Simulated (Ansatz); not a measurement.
```cif
data_structure
_symmetry_space_group_name_H-M 'P 1'
_symmetry_Int_Tables_number 1
_cell_length_a 3.9908
_cell_length_b 3.9908
_cell_length_c 4.9571
_cell_angle_alpha 90.000
_cell_angle_beta 90.000
_cell_angle_gamma 120.000
_cell_volume 68.37
loop_
_atom_site_label
_atom_site_type_symbol
_atom_site_fract_x
_atom_site_fract_y
_atom_site_fract_z
_atom_site_occupancy
Si1 Si 0.33333 0.66667 0.50000 1
Si2 Si 0.66667 0.33333 0.50000 1
Br1 Br 0.00000 0.00000 0.00000 1
```

Space group P6/mmm; a structure generated by program, which may or may not match a known phase; computed without spin polarisation.

Computed with DFT PBE, scalar-relativistic, plane waves, PAW in Ansatz.

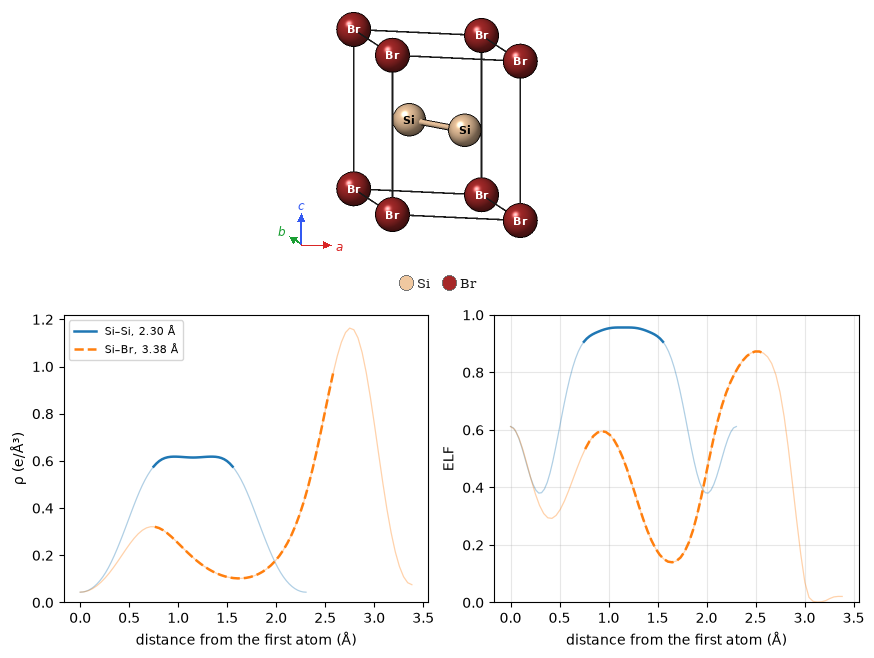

Si2Br. Valence pseudo-density and electron localisation function along straight lines between neighbouring atoms. Thin, pale parts lie inside the atomic spheres. The structure is drawn too.

The density is the valence pseudo-density of a PAW calculation; it isn't the true density close to the nuclei.

What can be read from the curves?

Answer. Si–Si (2.30 Å): ρ at the midpoint is about 0.61 e/Å³; the ELF peaks at about 0.95 between the atoms.
Si–Br (3.38 Å): ρ at the midpoint is about 0.1 e/Å³; the ELF is about 0.15 at the midpoint.
